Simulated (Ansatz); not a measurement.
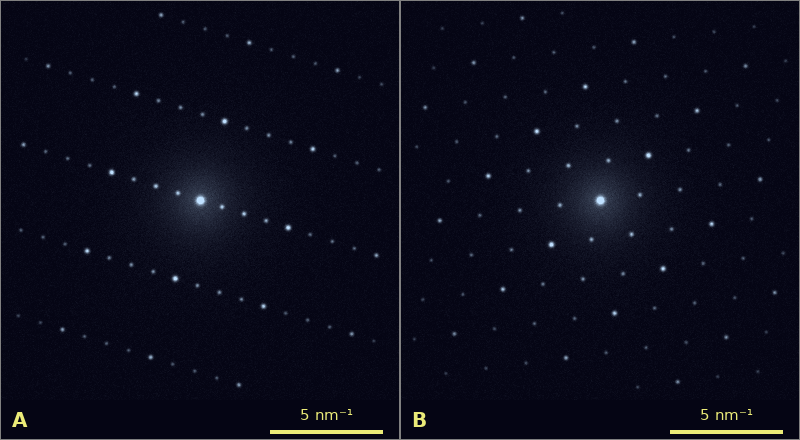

Kinematic electron diffraction patterns (200 kV, B = 0.5 Å², same scale, each along a low-index zone) of two structures of composition Cs2I, each relaxed at zero pressure with DFT PBE, scalar-relativistic, plane waves, PAW in Ansatz 0.2.0.

The structures (standard cells):
1. P6_3/mmc (No. 194), a = 5.394 Å, c = 19.230 Å (hexagonal axes), 6 atoms; generated start, possibly hypothetical
2. Fm-3m (No. 225), a = 9.533 Å, 12 atoms; generated start, possibly hypothetical

**Which pattern belongs to which structure, and along which zone?**

A is structure 1 along [210] or an equivalent direction: rectangular net of 0 0 2 at d = 9.62 Å and 1 -2 0 at d = 2.70 Å, 90.0° apart (some points of this net are extinct or too weak to see). B is structure 2 along [110] or an equivalent direction: centred rectangular net of -1 1 -1 at d = 5.50 Å and -1 1 1 at d = 5.50 Å, 70.5° apart.

**Which structure lies lowest at this level of theory, and by how much?**

Structure 1 (P6_3/mmc, 80.74 Å³ an atom) is the lowest of these; structure 2 (Fm-3m, 72.18 Å³ an atom) lies about 100 meV an atom higher. These are static energies at 0 K; other structures, not shown, may lie lower still.
